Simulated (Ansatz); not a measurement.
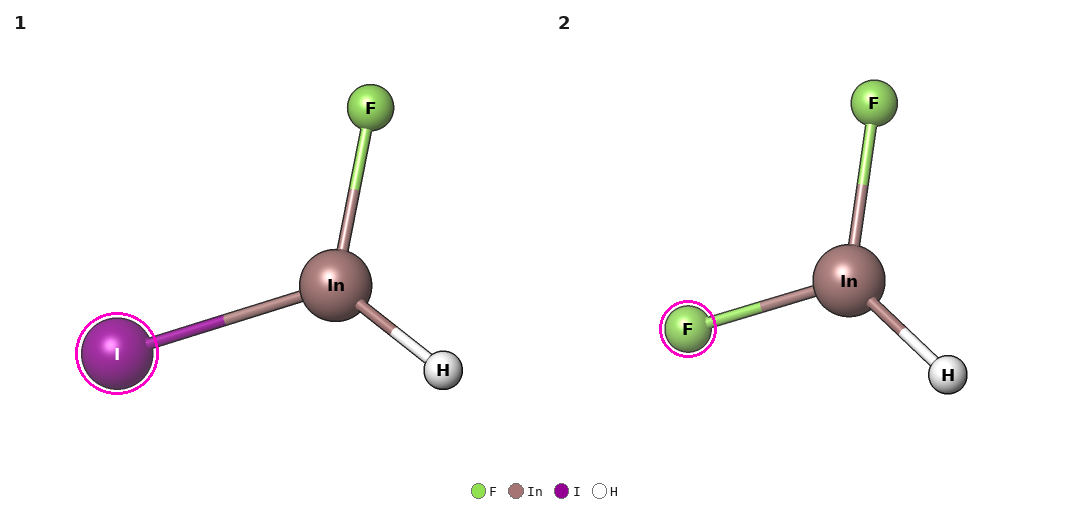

2 molecules with one skeleton, seen from the same side and at one scale; the atom that differs is circled. Charge 0, singlet. Computed geometries: PBE0-D4/def2-TZVP optimisations, one conformation each. Properties computed with Ansatz 0.2.0. Elements past Kr carry core potentials.

One atom differs, called X below: I in panel 1, F in panel 2. Their formulas are FHIIn (`[F][InH][I]`), F2HIn (`[F][InH][F]`).

Question: In which is the length of X–In larger (PBE0-D4/def2-TZVP)?

Answer: In panel 1 (X = I).

Question: In which is the angle F–In–X larger (PBE0-D4/def2-TZVP)?

Answer: In panel 1 (X = I).

Give the values. With PBE0-D4/def2-TZVP: length of X–In (Å), angle F–In–X (°). With CAM-B3LYP-D4/def2-TZVPP: HOMO energy (Kohn–Sham orbital) (eV), HOMO–LUMO gap (eV). With PBE-D4/def2-TZVPP: dipole moment (D).

```csv
quantity,1 (I),2 (F),2 − 1
length of X–In (Å),2.630,1.935,−0.695
angle F–In–X (°),110.8,106.8,−4.0
HOMO energy (Kohn–Sham orbital) (eV),−9.17,−11.44,−2.27
HOMO–LUMO gap (eV),8.05,10.45,+2.40
dipole moment (D),2.42,3.31,+0.89
```
